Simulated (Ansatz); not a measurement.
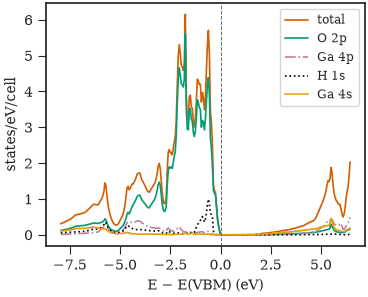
Total and projected density of states of SrGaHO$_{2}$ in space group P4/mmm (No. 123; Sr on 1d, Ga on 1a, O on 2f, H on 1b), DFT-r²SCAN in the program Ansatz with PAW potentials

Problem. Which orbitals carry the states next to the gap?

Solution. Top 1 eV of the valence band: O 2p 81 %, H 1s 13 %. Bottom 1 eV of the conduction band: Ga 4s 67 %, O 2s 15 %, O 2p 9 %. Projections are on Löwdin-orthogonalised atomic valence shells; empty p or d shells of many metals are not among them.

Problem. Where is the tallest occupied peak in this window, and what makes it?

Solution. Near -1.8 eV, about 6.2 states/eV per cell; the largest projected share is O 2p.

The start of the workflow was typed in or built on a structure type; neither database checked (COD, Materials Project) lists it. Whether it is the stable phase at ambient conditions was not checked. The cell was relaxed with r²SCAN under the symmetry of its start; whether a distortion lowers the energy is not shown. Spin–orbit coupling is left out wherever it is not named.

Potentials: the earlier of the program's two PAW sets. The files were generated under PBE; for other functionals the program regenerates the frozen cores, and for LDA and PBEsol the local potential too.
